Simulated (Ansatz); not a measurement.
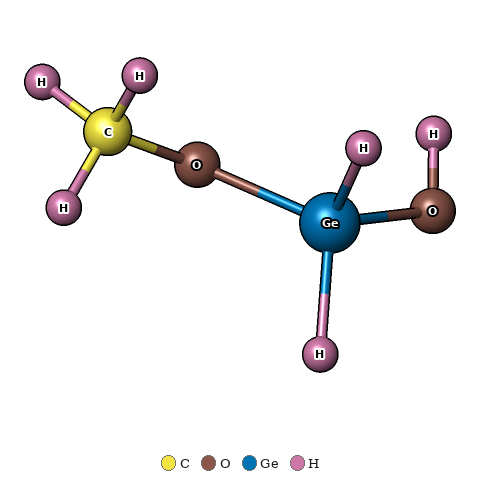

Geometry used (CH₆GeO₂, SMILES C[O][GeH2][OH], singlet).

Kohn-Sham orbital energies near the frontier, CAM-B3LYP/def2-TZVPP, the Ansatz code 0.2.0, at a PBE0-D4/def2-TZVP geometry (a minimum by its frequencies), isolated molecule; empty levels in grey, levels within 0.03 eV side by side.

> Where do the frontier orbitals lie?

HOMO at −9.38 eV, LUMO at 1.33 eV, 10.72 eV apart.

> List the levels.

| orbital | energy (eV) |
| --- | --- |
| LUMO+2 | 2.05 |
| LUMO+1 | 1.75 |
| LUMO | 1.33 |
| HOMO | −9.38 |
| HOMO−1 | −10.06 |
| HOMO−2 | −10.49 |
| HOMO−3 | −11.28 |
| HOMO−4 | −12.05 |
| HOMO−5 | −13.54 |
| HOMO−6 | −13.97 |

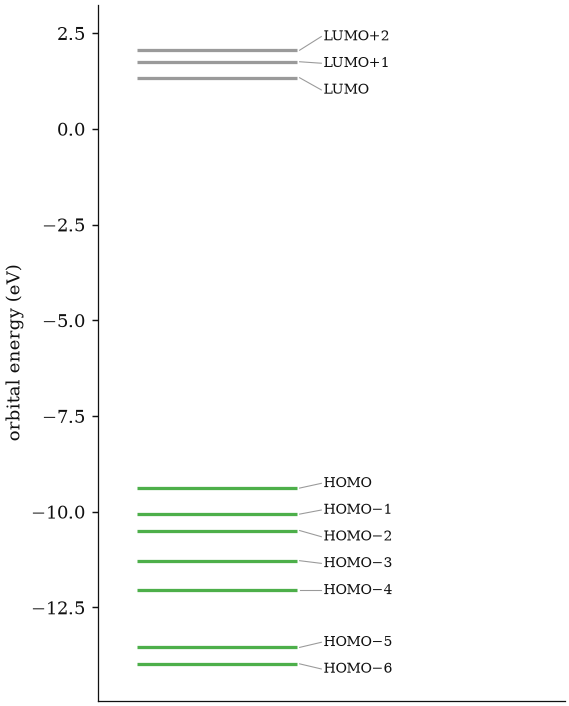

Note: no scalar relativity up to krypton; one conformer of a flexible molecule; empty levels above zero depend strongly on the basis.
